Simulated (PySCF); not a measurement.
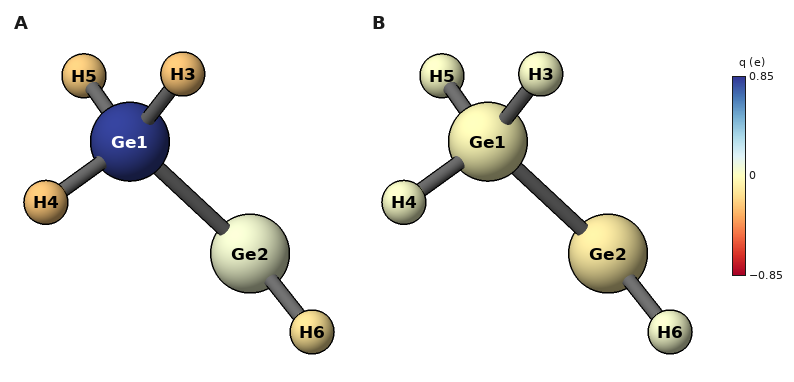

Atomic charges of one calculation by 2 schemes, on one colour scale. Charge 0, triplet. The computed structure is the end point of a PBE0/def2-TZVP optimisation. Level of theory: PBE0/def2-TZVP (PySCF 2.14.0).

**The schemes are Mulliken, atomic polar tensor. Which panel shows which?**

A atomic polar tensor, B Mulliken.

List the charges (e), one line for each set of equivalent atoms.

```
  atom  atomic polar tensor  Mulliken
   Ge1                 0.81     −0.02
   Ge2                 0.05     −0.10
H3, H4                −0.25      0.03
    H5                −0.22      0.03
    H6                −0.14      0.04
```

This isn't the lowest structure that the search found: a singlet minimum of C2h symmetry lies 73 kJ/mol lower at the level of the geometry.
